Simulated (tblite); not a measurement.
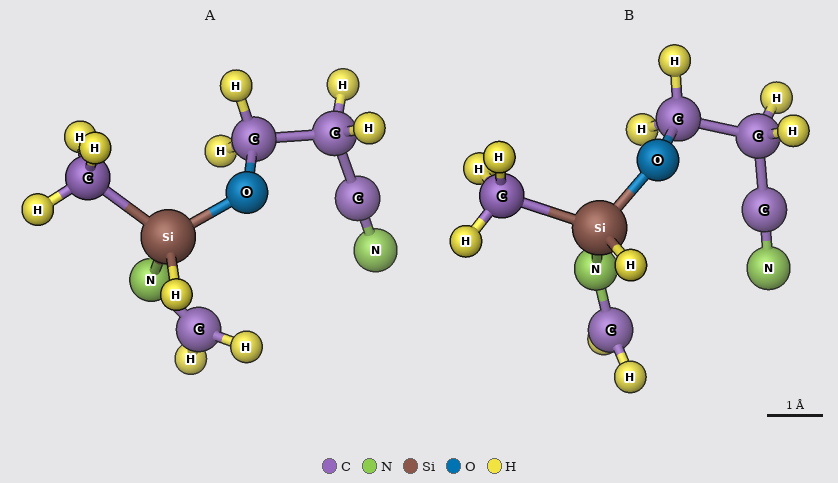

Two geometries of C₅H₁₀N₂OSi, drawn at one scale. One is the start of a relaxation, the other its converged end. A ball-and-stick model, seen at a tilt.

Computed with GFN2-xTB geometry optimisation, gas phase (tblite). 

Which of the two is the end point?

Structure B is the relaxed one. The largest moves after the best rigid fit, 0.86 Å, are those of H atoms. Largest moves by element: H 0.86 Å, N 0.73 Å, O 0.62 Å, C 0.40 Å, Si 0.28 Å. Near-neighbour distances that change, for instance: C–N 1.296 → 1.246 Å, C–Si 1.852 → 1.899 Å, C–O 1.427 → 1.391 Å, H–Si 1.488 → 1.460 Å. Among the angles between lasting bonds that change: C–N–Si 115.3° → 136.5°, N–Si–H 108.1° → 122.0°, Si–O–C 118.9° → 129.4°. Groups turn about N–Si by about 55°, C–O by about 40°, O–Si by about 25°. The energy falls by 12.5 kcal/mol in 129 geometry steps. Cost: 3.3 s on 1 thread of Intel(R) Xeon(R) Processor @ 2.50GHz (shared host).
